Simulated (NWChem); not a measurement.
# One shape, several levels: CBrClF2 (SMILES FC(F)(Cl)Br)

Wanted: a comparison of 6 runs (BHLYP/cc-pVDZ, PBE0/cc-pVDZ, B3LYP/cc-pVDZ, M06-L/cc-pVDZ, r2SCAN/cc-pVDZ, revPBE/cc-pVDZ) of CBrClF2. 

The calculation is run with NWChem 7.3.0.

### Step 1. The structure to begin with

CBrClF2: 5 atoms, total charge 0, spin state singlet. SMILES: `FC(F)(Cl)Br`. The F1–C2 distance was set to 1.723 Å, away from the relaxed value.

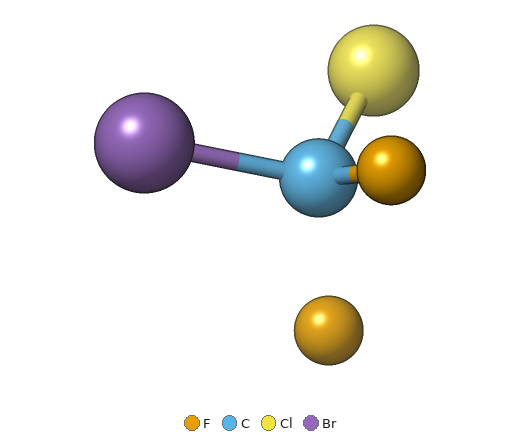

The structure, seen from a chosen angle (fluorine amber, carbon blue, chlorine yellow, bromine purple).

### Step 2. A single-point energy at BHLYP/cc-pVDZ (run 1)

File nw.nw:

```
START nw
TITLE "CBrClF2"
memory 2200 mb
charge 0
GEOMETRY units angstrom noautosym nocenter noautoz
   F       -1.436393       0.058368       1.036888
   C       -0.019800      -0.087100       0.067100
   F        0.823600      -0.897500       0.690400
   Cl      -0.444800      -0.770600      -1.492300
   Br       0.800400       1.656800      -0.119700
END
BASIS spherical bse
   * library cc-pVDZ
END
DFT
   xc bhlyp
   grid xfine
   convergence energy 1e-08
   maxiter 100
   mulliken
   print low
END
TASK dft energy
```

On the command line:

```console
$ nwchem nw.nw > nw.out
```

The log of the run:

```text
[...]
 d= 0,ls=0.0,diis     1  -3271.6731488947 -3.70D+03  2.19D-02  2.07D+00    19.1
[...]
 d= 0,ls=0.0,diis    10  -3271.9478106818 -3.07D-09  1.09D-06  2.16D-08   132.5
         Total DFT energy =    -3271.947810681819
      One electron energy =    -5393.979890718570
           Coulomb energy =     1842.428862767352
    Exchange-Corr. energy =     -145.718318702767
 Nuclear repulsion energy =      425.321535972166
[...]
      Total Density - Mulliken Population Analysis
     ---------------------------------------------
    Atom       Charge   Shell Charges
 -----------   ------   -------------------------------------------------------
    1 F    9     9.33   2.00  0.91  1.05  3.25  2.11  0.00
    2 C    6     5.69   2.01  0.74  0.45  1.70  0.59  0.20
    3 F    9     9.12   2.00  0.91  0.99  3.33  1.89  0.01
    4 Cl  17    16.95   2.00  2.02  0.98  0.93  6.00  3.06  1.92  0.04
    5 Br  35    34.91   2.00  2.00  2.02  1.08  0.85  6.00  6.00  2.67  2.24  9.96  0.09
[...]
```

Wall time 2.2 min (1 thread of Intel Xeon Platinum 8259CL at 2.50GHz (Skylake/Cascade Lake), shared host); peak memory 0.13 GiB.

### Step 3. A single-point energy at PBE0/cc-pVDZ (run 2)

File mymol.nw:

```
start mymol
memory stack 880 mb heap 220 mb global 1100 mb
charge 0

geometry units angstroms noautosym nocenter noautoz
  F     -1.436393     0.058368     1.036888
  C     -0.019800    -0.087100     0.067100
  F      0.823600    -0.897500     0.690400
  Cl    -0.444800    -0.770600    -1.492300
  Br     0.800400     1.656800    -0.119700
end

basis spherical bse
  * library cc-pVDZ
end

dft
  xc pbe0
  grid xfine
  convergence energy 1e-08
  maxiter 100
  mulliken
  print low
end

task dft energy
```

On the command line:

```console
$ nwchem mymol.nw > mymol.out
```

The log of the run:

```text
[...]
 d= 0,ls=0.0,diis     1  -3271.0873747738 -3.70D+03  2.90D-02  2.32D+00    24.7
[...]
 d= 0,ls=0.0,diis    11  -3271.3876316105 -1.87D-09  2.03D-07  2.26D-10   168.4
         Total DFT energy =    -3271.387631610540
      One electron energy =    -5393.839687272903
           Coulomb energy =     1842.234350994339
    Exchange-Corr. energy =     -145.103831304142
 Nuclear repulsion energy =      425.321535972166
[...]
      Total Density - Mulliken Population Analysis
     ---------------------------------------------
    Atom       Charge   Shell Charges
 -----------   ------   -------------------------------------------------------
    1 F    9     9.29   2.01  0.91  1.05  3.24  2.08  0.00
    2 C    6     5.77   2.01  0.73  0.47  1.72  0.63  0.20
    3 F    9     9.08   2.01  0.91  0.99  3.31  1.86  0.01
    4 Cl  17    16.94   2.00  2.02  0.97  0.94  6.00  3.07  1.90  0.04
    5 Br  35    34.91   2.00  2.00  2.02  1.09  0.85  6.00  6.01  2.68  2.23  9.95  0.09
[...]
```

Run time: 2.8 min. Hardware: 1 thread of Intel Xeon Platinum 8259CL at 2.50GHz (Skylake/Cascade Lake), shared host; peak memory 0.13 GiB.

Runs 3 to 5 aren't shown in full; the table further down has their settings and results.

### Step 4. A single-point energy at revPBE/cc-pVDZ (run 6)

File cbrclf2.xyz:

```xyz
5

F     -1.436393     0.058368     1.036888
C     -0.019800    -0.087100     0.067100
F      0.823600    -0.897500     0.690400
Cl    -0.444800    -0.770600    -1.492300
Br     0.800400     1.656800    -0.119700
```

File run.py:

```python
from ase.io import read
from ase.calculators.nwchem import NWChem

atoms = read('cbrclf2.xyz')

calc = NWChem(
    label='cbrclf2',
    theory='dft',
    memory='2200 mb',
    basis='cc-pVDZ',
    basispar='spherical bse',
    dft={'xc': 'revpbe cpbe96', 'mult': '1', 'grid': 'xfine', 'convergence': 'energy 1e-08', 'iterations': '100', 'mulliken': None},
    task='energy',
)
atoms.calc = calc

print(f"energy = {atoms.get_potential_energy():.6f} eV")
print("dipole (e A):", atoms.get_dipole_moment().round(4))
```

On the command line:

```console
$ export ASE_NWCHEM_COMMAND="nwchem PREFIX.nwi > PREFIX.nwo"
$ python run.py
```

The log of the run:

```text
energy = -89027.443658 eV
dipole (e A): [ 0.307   0.0278 -0.2622]
```

The calculator wrote cbrclf2.nwi:

```
title "cbrclf2"

permanent_dir cbrclf2

scratch_dir cbrclf2

start cbrclf2

geometry units angstrom nocenter noautosym noautoz
  F  -1.4363930000000000e+00 5.8368000000000003e-02 1.0368880000000000e+00
  C  -1.9800000000000002e-02 -8.7099999999999997e-02 6.7100000000000007e-02
  F  8.2360000000000000e-01 -8.9749999999999996e-01 6.9040000000000001e-01
  Cl -4.4479999999999997e-01 -7.7059999999999995e-01 -1.4923000000000000e+00
  Br 8.0040000000000000e-01 1.6568000000000001e+00 -1.1970000000000000e-01
end

memory 2200 mb

basis spherical bse noprint
   * library cc-pVDZ
end

dft
  xc revpbe cpbe96
  mult 1
  grid xfine
  convergence energy 1e-08
  iterations 100
  mulliken
end

task dft energy
```

cbrclf2.nwo:

```text
Northwest Computational Chemistry Package (NWChem) 7.3.0
             --------------------------------------------------------

           Job information
           ---------------

    nwchem branch   = 7.3.0
    use scalapack   = T
    input           = cbrclf2.nwi
    prefix          = cbrclf2.
    data base       = cbrclf2/cbrclf2.db
    status          = startup
    nproc           =        1

           Memory information
           ------------------

[... 5 lines left out ...]
    hardfail = no
[... 115 lines left out ...]
          Convergence on energy requested:  1.00D-08
[... 24 lines left out ...]
          Convergence Information
[... 30 lines left out ...]
 1-e energy   =   -5394.878436
[... 53 lines left out ...]
      One electron energy =    -5393.787797864523
[... 8 lines left out ...]
                       DFT Final Molecular Orbital Analysis
[... 647 lines left out ...]
     Multipole analysis of the density
     ---------------------------------

     L   x y z        total         alpha         beta         nuclear
     -   - - -        -----         -----         ----         -------
     0   0 0 0     -0.000000    -38.000000    -38.000000     76.000000

     1   1 0 0      0.580177    -13.711329    -13.711329     28.002835
[... 8 lines of this table left out ...]
     2   0 0 2    -33.606831   -110.281212   -110.281212    186.955592

 Task  times  cpu:      193.9s     wall:      193.9s
 Total times  cpu:      193.9s     wall:      193.9s
```

Wall time 3.3 min (1 thread of Intel Xeon Platinum 8259CL at 2.50GHz (Skylake/Cascade Lake), shared host); peak memory 0.13 GiB.

### Step 5. Overview of the runs

```csv
run,level,energy (Eh),wall time
1,BHLYP/cc-pVDZ,-3271.947811,2.2 min
2,PBE0/cc-pVDZ,-3271.387632,2.8 min
3,B3LYP/cc-pVDZ,-3272.105494,2.4 min
4,M06-L/cc-pVDZ,-3271.940629,3.3 min
5,r2SCAN/cc-pVDZ,-3271.928204,2.9 min
6,revPBE/cc-pVDZ,-3271.698236,3.3 min
```

### Step 6. What came out

```
            quantity           value
 run 6: total energy  -3271.69824 Eh
run 6: dipole moment          1.94 D
  run 6: HOMO energy        -7.55 eV
  run 6: LUMO energy        -3.15 eV
run 6: HOMO–LUMO gap         4.40 eV
```

In words: Over runs 3, 4, 5, 6 the dipole moment (its size) runs from 1.94 D (revPBE/cc-pVDZ) to 2.10 D (B3LYP/cc-pVDZ). Over runs 4, 5, 6 the HOMO–LUMO gap runs from 4.40 eV (revPBE/cc-pVDZ) to 4.86 eV (M06-L/cc-pVDZ). Totals of different functionals can't be ranked against each other. All runs together took 17 min, the longest 3.3 min.
